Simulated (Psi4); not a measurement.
# C2HClN− (SMILES N#C[CH-]Cl): levels of theory compared

We compute a comparison of 6 runs (HF/def2-SVP, HF/6-311G**, HF/6-311++G(3df,3pd), B3LYP/pcseg-1, B3LYP/6-31G*, MP2/def2-SV(P)) of C2HClN−. 

Program for the calculation: Psi4 1.11.

3 further runs of the same task are left out: 1 that didn't finish, 2 set aside as unsound or not needed.

### Step 1. The system as given

C2HClN− has 5 atoms, charge -1, and is taken as a singlet. As SMILES, `N#C[CH-]Cl`. Geometry: relaxed at GFN2-xTB.

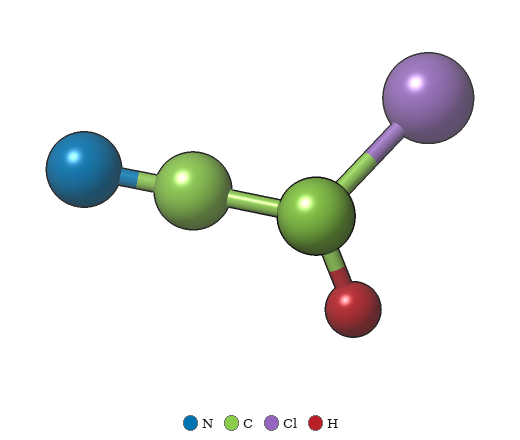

Viewed from a chosen angle; nitrogen blue, carbon green, chlorine purple, hydrogen red.

### Step 2. Energy and gradient at HF/def2-SVP (run 1)

Contents of input.json:

```json
{
 "schema_name": "qcschema_input",
 "schema_version": 1,
 "molecule": {
  "schema_name": "qcschema_molecule",
  "schema_version": 2,
  "symbols": ["N", "C", "C", "Cl", "H"],
  "geometry": [1.62429519, -0.40823753, 3.45375795, 0.76188088, -0.25639804, 1.42252913, 0.18991748, 0.13634374, -1.0591726, -2.60931494, 2.05311185, -1.55356274, 0.03322139, -1.52482001, -2.26355175],
  "molecular_charge": -1,
  "molecular_multiplicity": 1,
  "fix_symmetry": "c1"
 },
 "driver": "gradient",
 "model": {
  "method": "hf",
  "basis": "def2-SVP"
 },
 "keywords": {
  "puream": true,
  "e_convergence": 1e-09,
  "d_convergence": 1e-08,
  "scf_type": "pk"
 }
}
```

Command:

```console
$ psi4 --qcschema input.json -n 1 --memory 1600MB
```

stdout:

```text
[...]
  Running in c1 symmetry.
[...]
  Nuclear repulsion =  118.050240989521171
[...]
  Multiplicity = 1
[...]
  Nalpha       = 19
  Nbeta        = 19
[...]
    Number of basis functions: 65
[...]
   @RHF iter   1:  -589.86541899221493   -8.34607e-01   6.40133e-03 ADIIS/DIIS
[...]
   @RHF iter  15:  -589.97299997840423   -3.18323e-12   6.56124e-09 DIIS
[...]
    Orbital Energies [Eh]
    ---------------------
    Doubly Occupied:
       1A   -104.578321     2A    -15.332330     3A    -11.062886
       4A    -11.039554     5A    -10.340762     6A     -7.815859
       7A     -7.813080     8A     -7.812756     9A     -0.978491
      10A     -0.904660    11A     -0.721354    12A     -0.460105
      13A     -0.362688    14A     -0.335308    15A     -0.318562
      16A     -0.258917    17A     -0.244714    18A     -0.230860
      19A     -0.085518
[...]
  @RHF Final Energy:  -589.97299997840423
   => Energetics <=
    Nuclear Repulsion Energy =            118.0502409895211713
    One-Electron Energy =               -1054.6530299456726425
    Two-Electron Energy =                 346.6297889777471823
    Total Energy =                       -589.9729999784042320
[...]
 Multipole Moments:
 ------------------------------------------------------------------------------------
     Multipole            Electronic (a.u.)      Nuclear  (a.u.)        Total (a.u.)
 ------------------------------------------------------------------------------------
 L = 1.  Multiply by 2.5417464519 to convert [e a0] to [Debye]
 Dipole X            :         -2.4108765            1.2858116           -1.1250649
 Dipole Y            :          1.8601443           -1.7590335            0.1011108
 Dipole Z            :         -0.6095759           -0.3751099           -0.9846858
 Magnitude           :                                                    1.4985328
[...]
  -Total Gradient:
     Atom            X                  Y                   Z
    ------   -----------------  -----------------  -----------------
       1        0.022958533084     0.003541618657     0.030336564932
       2       -0.040010333747    -0.001902121169    -0.065407016169
       3        0.011425470909     0.006236614142     0.036692729410
       4        0.006654899127    -0.004711132734     0.001548764138
       5       -0.001028569375    -0.003164978899    -0.003171042305
[...]
```

The result, in JSON:

```text
{
 "driver": "gradient",
 "model": {
  "method": "hf",
  "basis": "def2-SVP"
 },
 "success": true,
 "return_result": [0.022958533083952737, 0.0035416186571867875, 0.030336564931742416, -0.040010333746574034, -0.0019021211687083282, -0.06540701616914746, 0.01142547090851781, 0.0062366141422858234, 0.036692729409764285, 0.0066548991272500635, -0.004711132733625986, 0.0015487641383522717, -0.00102856937459124, -0.0031649788988442062, -0.003171042305460864],
 "properties": {
  "calcinfo_nbasis": 65,
  "calcinfo_nmo": 65,
  "calcinfo_nalpha": 19,
  "calcinfo_nbeta": 19,
  "calcinfo_natom": 5,
  "nuclear_repulsion_energy": 118.05024098952117,
  "return_energy": -589.9729999784042,
  "return_gradient": [0.022958533083952737, 0.0035416186571867875, 0.030336564931742416, -0.040010333746574034, -0.0019021211687083282, -0.06540701616914746, 0.01142547090851781, 0.0062366141422858234, 0.036692729409764285, 0.0066548991272500635, -0.004711132733625986, 0.0015487641383522717, -0.00102856937459124, -0.0031649788988442062, -0.003171042305460864],
  "scf_one_electron_energy": -1054.6530299456726,
  "scf_two_electron_energy": 346.6297889777472,
  "scf_dipole_moment": [-1.1250648656024727, 0.101110830634358, -0.9846858197449104],
  "scf_total_energy": -589.9729999784042,
  "scf_total_gradient": [0.022958533083952737, 0.0035416186571867875, 0.030336564931742416, -0.040010333746574034, -0.0019021211687083282, -0.06540701616914746, 0.01142547090851781, 0.0062366141422858234, 0.036692729409764285, 0.0066548991272500635, -0.004711132733625986, 0.0015487641383522717, -0.00102856937459124, -0.0031649788988442062, -0.003171042305460864],
  "scf_iterations": 15
 }
}
```

Run time: 5.1 s. Hardware: 1 thread of AMD EPYC 7R43 (Zen 3), shared host; peak memory 0.2 GiB.

### Step 3. Energy and forces at HF/6-311G(d,p) (run 2)

Contents of job.json:

```json
{
  "schema_name": "qcschema_input",
  "schema_version": 1,
  "molecule": {
    "schema_name": "qcschema_molecule",
    "schema_version": 2,
    "symbols": ["N", "C", "C", "Cl", "H"],
    "geometry": [1.62429519, -0.40823753, 3.45375795, 0.76188088, -0.25639804, 1.42252913, 0.18991748, 0.13634374, -1.0591726, -2.60931494, 2.05311185, -1.55356274, 0.03322139, -1.52482001, -2.26355175],
    "molecular_charge": -1,
    "molecular_multiplicity": 1,
    "fix_symmetry": "c1"
  },
  "driver": "gradient",
  "model": {
    "method": "scf",
    "basis": "6-311G**"
  },
  "keywords": {
    "reference": "rhf",
    "puream": true,
    "e_convergence": 1e-09,
    "d_convergence": 1e-08,
    "scf_type": "pk",
    "scf_properties": ["WIBERG_LOWDIN_INDICES", "MULLIKEN_CHARGES", "LOWDIN_CHARGES"]
  }
}
```

Command:

```console
$ psi4 --qcschema job.json -n 1 --memory 1600MB
```

stdout:

```text
[...]
  Running in c1 symmetry.
[...]
  Nuclear repulsion =  118.050240989521171
[...]
  Multiplicity = 1
[...]
  Nalpha       = 19
  Nbeta        = 19
[...]
    Number of basis functions: 86
[...]
   @RHF iter   1:  -590.15310893418018   -8.68211e-01   5.16020e-03 ADIIS/DIIS
[...]
   @RHF iter  15:  -590.26677695625187   -7.16227e-12   7.39494e-09 DIIS
[...]
  @RHF Final Energy:  -590.26677695625187
   => Energetics <=
    Nuclear Repulsion Energy =            118.0502409895211713
    One-Electron Energy =               -1054.6666954560819249
    Two-Electron Energy =                 346.3496775103088225
    Total Energy =                       -590.2667769562519879
[...]
 Multipole Moments:
 ------------------------------------------------------------------------------------
     Multipole            Electronic (a.u.)      Nuclear  (a.u.)        Total (a.u.)
 ------------------------------------------------------------------------------------
 L = 1.  Multiply by 2.5417464519 to convert [e a0] to [Debye]
 Dipole X            :         -2.2648876            1.2858116           -0.9790760
 Dipole Y            :          1.7644143           -1.7590335            0.0053808
 Dipole Z            :         -0.5792798           -0.3751099           -0.9543897
 Magnitude           :                                                    1.3672887
[...]
  Mulliken Charges: (a.u.)
   Center  Symbol    Alpha    Beta     Spin     Total
       1     N     3.76180  3.76180  0.00000 -0.52359
       2     C     2.93124  2.93124  0.00000  0.13751
       3     C     3.20481  3.20481  0.00000 -0.40962
       4    CL     8.64937  8.64937  0.00000 -0.29873
       5     H     0.45278  0.45278  0.00000  0.09444
   Total alpha = 19.00000, Total beta = 19.00000, Total charge = -1.00000
  Lowdin Charges: (a.u.)
   Center  Symbol    Alpha    Beta     Spin     Total
       1     N     3.63070  3.63070  0.00000 -0.26140
[...]
  -Total Gradient:
     Atom            X                  Y                   Z
    ------   -----------------  -----------------  -----------------
       1        0.026500972471     0.002813654292     0.039914229033
       2       -0.040743659062    -0.001379726662    -0.069904392480
       3        0.005117858179     0.011114397281     0.035586752501
       4        0.008950494789    -0.005004048946     0.001626420425
       5        0.000174333622    -0.007544275962    -0.007223009476
[...]
```

The result, in JSON:

```text
{
 "driver": "gradient",
 "model": {
  "method": "scf",
  "basis": "6-311G**"
 },
 "success": true,
 "return_result": [0.026500972471313555, 0.002813654291654283, 0.039914229032500526, -0.04074365906205968, -0.0013797266620789624, -0.06990439247976432, 0.005117858178542267, 0.011114397280865385, 0.0355867525010958, 0.00895049478944443, -0.0050040489455377354, 0.0016264204248347368, 0.00017433362166547478, -0.00754427596195667, -0.007223009476349462],
 "properties": {
  "calcinfo_nbasis": 86,
  "calcinfo_nmo": 86,
  "calcinfo_nalpha": 19,
  "calcinfo_nbeta": 19,
  "calcinfo_natom": 5,
  "nuclear_repulsion_energy": 118.05024098952117,
  "return_energy": -590.2667769562519,
  "return_gradient": [0.026500972471313555, 0.002813654291654283, 0.039914229032500526, -0.04074365906205968, -0.0013797266620789624, -0.06990439247976432, 0.005117858178542267, 0.011114397280865385, 0.0355867525010958, 0.00895049478944443, -0.0050040489455377354, 0.0016264204248347368, 0.00017433362166547478, -0.00754427596195667, -0.007223009476349462],
  "scf_one_electron_energy": -1054.666695456082,
  "scf_two_electron_energy": 346.3496775103088,
  "scf_dipole_moment": [-0.9790759940049465, 0.00538075636585944, -0.9543897072644811],
  "scf_total_energy": -590.2667769562519,
  "scf_total_gradient": [0.026500972471313555, 0.002813654291654283, 0.039914229032500526, -0.04074365906205968, -0.0013797266620789624, -0.06990439247976432, 0.005117858178542267, 0.011114397280865385, 0.0355867525010958, 0.00895049478944443, -0.0050040489455377354, 0.0016264204248347368, 0.00017433362166547478, -0.00754427596195667, -0.007223009476349462],
  "scf_iterations": 15
 }
}
```

It took 8.4 s on 1 thread of AMD EPYC 7R43 (Zen 3), shared host; peak memory 0.28 GiB.

Runs 3 to 5 aren't shown in full; the table further down has their settings and results.

### Step 4. The energy at MP2/def2-SV(P) (density fitting, density fitting for correlation, ddPCM carbon tetrachloride) (run 6)

Contents of c2hcln.xyz:

```xyz
5
C2HClN
N      0.859540    -0.216030     1.827650
C      0.403170    -0.135680     0.752770
C      0.100500     0.072150    -0.560490
Cl    -1.380790     1.086460    -0.822110
H      0.017580    -0.806900    -1.197820
```

Contents of job.py:

```python
import psi4

psi4.set_memory('1600 MB')
psi4.set_num_threads(1)
psi4.set_output_file('c2hcln.out', False)

with open('c2hcln.xyz') as f:
    atoms = ''.join(f.readlines()[2:])
molecule = psi4.geometry('-1 1\n' + atoms + 'symmetry c1')

options = {'basis': 'def2-SV(P)', 'scf_type': 'df', 'mp2_type': 'df', 's_orthogonalization': 'partialcholesky', 'ddx': True, 'ddx_model': 'pcm', 'ddx_solvent': 'carbontetrachloride', 'ddx_radii_set': 'uff'}
psi4.set_options(options)

E = psi4.energy("mp2")
print(f'total energy {E:.8f} hartree = {E * 27.211386:.5f} eV')
```

Command:

```console
$ python job.py
```

c2hcln.out:

```text
[...]
  Running in c1 symmetry.
[...]
  Nuclear repulsion =  118.050241009958611
[...]
  Multiplicity = 1
[...]
  Nalpha       = 19
  Nbeta        = 19
[...]
    Number of basis functions: 62
[...]
   @DF-RHF iter   1:  -589.91786425459054   -8.87190e-01   6.57954e-03 ADIIS/DIIS
[...]
   @DF-RHF iter  15:  -590.02061760958168   -1.60298e-11   6.70717e-09 DIIS
[...]
    Orbital Energies [Eh]
    ---------------------
    Doubly Occupied:
       1A   -104.673623     2A    -15.431687     3A    -11.163047
       4A    -11.133953     5A    -10.436032     6A     -7.911113
       7A     -7.908309     8A     -7.907988     9A     -1.078297
      10A     -1.000508    11A     -0.818491    12A     -0.557011
      13A     -0.459181    14A     -0.435396    15A     -0.416998
      16A     -0.356115    17A     -0.340096    18A     -0.329792
      19A     -0.183936
[...]
  @DF-RHF Final Energy:  -590.02061760958168
   => Energetics <=
    Nuclear Repulsion Energy =            118.0502410099586115
    One-Electron Energy =               -1054.6491405764118099
    Two-Electron Energy =                 346.6292299667103407
    DD Solvation Energy =                 -0.0509480098389404
    Total Energy =                       -590.0206176095817909
[...]
 Multipole Moments:
 ------------------------------------------------------------------------------------
     Multipole            Electronic (a.u.)      Nuclear  (a.u.)        Total (a.u.)
 ------------------------------------------------------------------------------------
 L = 1.  Multiply by 2.5417464519 to convert [e a0] to [Debye]
 Dipole X            :         -2.4773571            1.2858116           -1.1915455
 Dipole Y            :          1.8397367           -1.7590335            0.0807032
 Dipole Z            :         -0.6760213           -0.3751099           -1.0511312
 Magnitude           :                                                    1.5909652
[...]
```

The script printed:

```text
total energy -590.57595351 hartree = -16070.39023 eV
```

Run time: 9.3 s. Hardware: 1 thread of AMD EPYC 7R43 (Zen 3), shared host; peak memory 0.21 GiB.

### Step 5. The series

| run | level | task | integrals | energy (Eh) | HOMO energy (eV) | LUMO energy (eV) | HOMO–LUMO gap (eV) | wall time |
| --- | --- | --- | --- | --- | --- | --- | --- | --- |
| 1 | HF/def2-SVP | gradient | pk | -589.973000 | -2.33 | 10.16 | 12.48 | 5.1 s |
| 2 | HF/6-311G** | gradient | pk | -590.266777 | -2.61 | 9.07 | 11.68 | 8.4 s |
| 3 | HF/6-311++G(3df,3pd) (density fitting) | energy | df | -590.292222 | -2.83 | 4.55 | 7.38 | 6.6 s |
| 4 | B3LYP/pcseg-1 | energy | pk | -591.729340 | 0.38 | 4.97 | 4.60 | 18 s |
| 5 | B3LYP/6-31G* (Cartesian functions) | energy | pk | -591.733738 | 0.90 | 5.52 | 4.62 | 14 s |
| 6 | MP2/def2-SV(P) (density fitting, density fitting for correlation, ddPCM carbon tetrachloride) | energy | df | -590.575954 | -5.01 | 7.49 | 12.50 | 9.3 s |

### Step 6. What came out

| quantity | value |
| --- | --- |
| run 6: total energy | -590.57595 Eh |
| run 6: HOMO energy (Hartree–Fock orbitals) | -5.01 eV |
| run 6: LUMO energy (Hartree–Fock orbitals) | 7.49 eV |
| run 6: HOMO–LUMO gap (to an unbound level, set by the basis) | 12.50 eV |
| run 6: correlation energy | -555.3 mEh |
| run 6: solvent term in the energy | -133.8 kJ/mol |

**Reading.** Over runs 1, 2, 3, 4, 5 the HOMO–LUMO gap runs from 4.60 eV (B3LYP/pcseg-1) to 12.48 eV (HF/def2-SVP). The two ends differ in method and basis. The empty levels of an anion lie above zero and hang on the basis. In runs 4, 5 the HOMO lies above zero, so the outermost electron may be held by the basis alone. All runs together took 62 s, the longest 18 s.
